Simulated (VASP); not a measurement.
Band structure of BeS (zinc blende). Computed with PBE GGA, VASP's PBE PAW potentials (set 64) (plane waves; VASP 6.6.1).

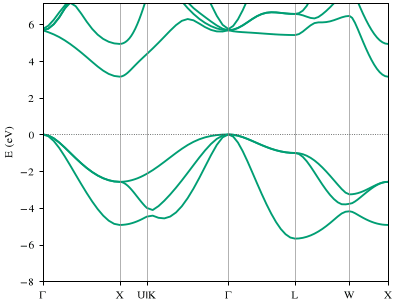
Bands along high-symmetry lines, zero at the valence-band maximum or, without a gap, the Fermi level

### Question
Read the plot: is there a gap, and where are the band edges?

### Answer
The gap is indirect, 3.15 eV, from the valence maximum at Γ to the conduction minimum at X. (Edges off the drawn lines would not show.)

The compound is BeS in the zinc blende structure. It was relaxed first.
